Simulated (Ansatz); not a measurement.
# AlFe (Pm-3m): the Drude term of Re ε in the infrared

Re ε of AlFe (Pm-3m) at low photon energies is read from one computed spectrum; the carriers' damping was typed as γ = 0.1 eV.

It takes space group Pm-3m (No. 221, cubic). The conventional cell has a = 2.910 Å, b = 2.910 Å, c = 2.910 Å, α = 90.00°, β = 90.00°, γ = 90.00°. Fe on site b is surrounded by 8 Al at 2.52 Å. Al on site a is surrounded by 8 Fe at 2.52 Å.

Method: Ansatz 0.2.0, PBE, independent particles, k-mesh 12×12×12 with interpolation inside its cells, Gaussian parameter 0.1 eV.

Launch of the response step: `ansatz run input.yaml --threads 4 --pin off --max-ram 8192MiB --backend cpu --events-out ev --progress --plain --runs-dir out`. The run took 60 s, on 4 threads of Intel(R) Xeon(R) Processor @ 2.50GHz (Skylake/Cascade Lake), on a shared host.

```tsv
photon energy E (eV)	wavelength (µm)	Re ε
0.25	4.96	-403.2
0.30	4.13	?
0.35	3.54	-218.4
0.40	3.10	-166.4
0.50	2.48	-102.1
0.60	2.07	-65.3
0.70	1.77	-42.2
```

A Drude term over a constant background gives Re ε = ε_b − ωp²/(E² + γ²), linear in 1/(E² + γ²).

Working, on the rows shown:

| x = 1/(E² + γ²) (eV⁻²) | y = Re ε |
| --- | --- |
| 13.7931 | -403.2 |
| 7.54717 | -218.4 |
| 5.88235 | -166.4 |
| 3.84615 | -102.1 |
| 2.7027 | -65.3 |
| 2 | -42.2 |

Means: x̄ = 5.9619, ȳ = -166.27. Σ(x − x̄)(y − ȳ) = -2894, Σ(x − x̄)² = 94.64. Slope = -2894 / 94.64 = -30.58; intercept = ȳ − slope · x̄ = 16.068. The line misses the rows shown by at most 3.7.

Problem. Fill in the last column of the withheld row.

Solution. At x = 10 the line gives y = -289.76. The run gave -293.4, so the interpolation is off by 3.6, 1.0 % of the range in the table.

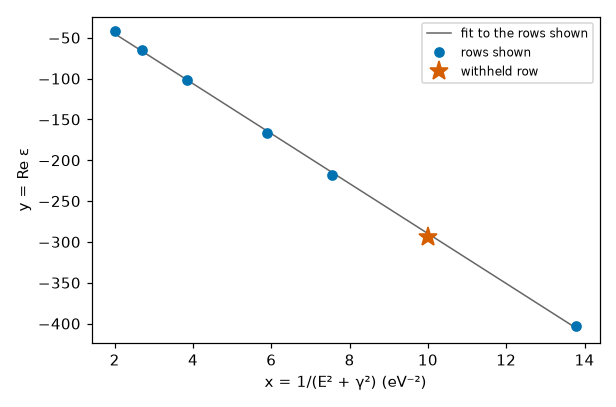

Refitted with all rows, the slope is -30.7 and the intercept 16.306. These give ωp = √(−slope) = 5.54 eV, against 5.38 eV from the program's Fermi-surface sum, and an intercept of 16.3. Taking the program's Drude term off the rows leaves -3 at the lowest energy and 16 at the highest, so the background isn't constant: interband transitions lie in or near the window, and neither fitted number can be trusted. The values come from a sum over the points of one k-mesh and carry its error, which is largest for Fermi-surface quantities.

[Logs are printed without paths, hosts, clocks, repeated set-up lines and the standing remarks that a program may print on its own settings, such as how far it seeks lower states.]
